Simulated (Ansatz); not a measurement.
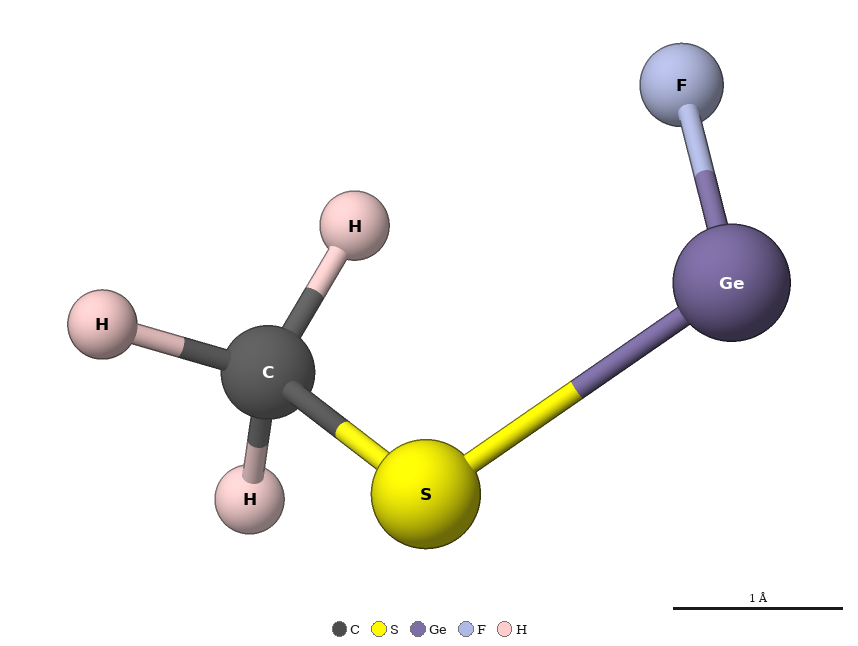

The structure as it stands in the input.

The calculation was set up as follows.

```yaml
crystal:
  periodic: [false, false, false]
  atoms:
    - {symbol: C, position_ang: [-0.605466, 0.439179, 0.505523]}
    - {symbol: S, position_ang: [-0.887148, -0.729773, -0.850423]}
    - {symbol: Ge, position_ang: [1.120073, -1.369148, -1.566014]}
    - {symbol: F, position_ang: [2.118343, -0.419777, -0.456017]}
    - {symbol: H, position_ang: [-1.068390, 1.389317, 0.242154]}
    - {symbol: H, position_ang: [-1.076688, 0.043570, 1.404337]}
    - {symbol: H, position_ang: [0.460375, 0.578730, 0.674840]}
basis:
  gaussian: {orbitals: aug-cc-pVTZ, final_grid: {core_spheres: 20, valence_spheres: 16, degree: 47}}
hamiltonian: {xc: {name: wB97M-V}}
scf: {lower_state_search: full}
output: {forces: true}
```

Command:

```sh
ansatz run in.yaml --threads 4 --pin off --events-out ev --progress --plain --max-ram 10444MiB
```

What the program printed:

```
Functional definition: wB97M-V
  name "wB97M-V"
  cite "Mardirossian & Head-Gordon, J. Chem. Phys. 144, 214110 (2016) doi:10.1063/1.4952647"
  cite "Becke, J. Chem. Phys. 107, 8554 (1997) doi:10.1063/1.475007"
  cite "Vydrov & Van Voorhis, J. Chem. Phys. 133, 244103 (2010) doi:10.1063/1.3521275"
  # Of w^i u^j: cxij and so on, Table III.
  parameter omega = 0.3/bohr
  parameter cx = 0.15
  parameter cx01 = 1.007
  parameter cx10 = 0.259
  parameter css00 = 0.443
  parameter css04 = -1.437
  parameter css10 = -4.535
  parameter css20 = -3.390
  parameter css43 = 4.278
  parameter cos00 = 1.000
  parameter cos10 = 1.358
  parameter cos20 = 2.924
  parameter cos21 = -8.812
  parameter cos60 = -1.390
  parameter cos61 = 9.142
  parameter b = 6.0
  parameter c = 0.01
  gx(w, u) = 1 - cx + cx01*u + cx10*w
  gss(w, u) = css00 + css04*u^4 + css10*w + css20*w^2 + css43*w^4*u^3
  gos(w, u) = cos00 + cos10*w + (cos20 + cos21*u)*w^2 + (cos60 + cos61*u)*w^6
  exchange = spin_sum(e_x_unif_sr(omega)*gx(b97_w, b97_u_x)) + cx*exact_x_sr(omega) + exact_x_lr(omega)
  correlation = spin_sum(e_c_pw_mod_same_spin*gss(b97_w, b97_u_same))
      + integral(e_c_pw_mod_opposite_spin*gos(b97_w_opposite, b97_u_opposite)) + vv10(b, c)
1404 factors; their error is unknown
412 factors; integrals over basis functions are off by at most 2.6e-5 eV
mean field evaluation 1: about -71151.7217 eV, gradient 4.8e1 eV
mean field evaluation 2: about -71150.7901 eV, gradient 5.9e1 eV
mean field evaluation 4: about -71156.1749 eV, gradient 2.2e0 eV
mean field evaluation 8: about -71156.1940 eV, gradient 5.0e-2 eV
mean field evaluation 16: about -71156.3461 eV, gradient 1.7e-4 eV
mean field -71156.34608431 eV, -2614.9474870948 hartree, gradient 7.1e-5 eV, S^2 0.000000; 0 other end points of the search recorded, 0 dependent functions left out
the calculation of the forces begins
reference -71156.34614992 eV, -2614.9474895058 hartree; 33, 33 occupied and 237, 237 virtual orbitals, 1404 factors
Total energy: -71156.34614992 eV, -2614.9474895058 hartree
Atom 0 at    -0.605466     0.439179     0.505523 Å, force     0.046292     0.202094     0.234680 eV/Å
Atom 1 at    -0.887148    -0.729773    -0.850423 Å, force    -0.002461    -0.164224    -0.189972 eV/Å
Atom 2 at     1.120073    -1.369148    -1.566014 Å, force    -0.055452    -0.032914    -0.038844 eV/Å
Atom 3 at     2.118343    -0.419777    -0.456017 Å, force     0.016307     0.035856     0.041639 eV/Å
Atom 4 at    -1.068390     1.389317     0.242154 Å, force     0.056937    -0.093862     0.041251 eV/Å
Atom 5 at    -1.076688     0.043570     1.404337 Å, force     0.057657     0.054219    -0.086496 eV/Å
Atom 6 at     0.460375     0.578730     0.674840 Å, force    -0.119279    -0.001168    -0.002260 eV/Å
Dipole moment:    -0.091111    -0.003905    -0.005449 e Å
```

The run converged.
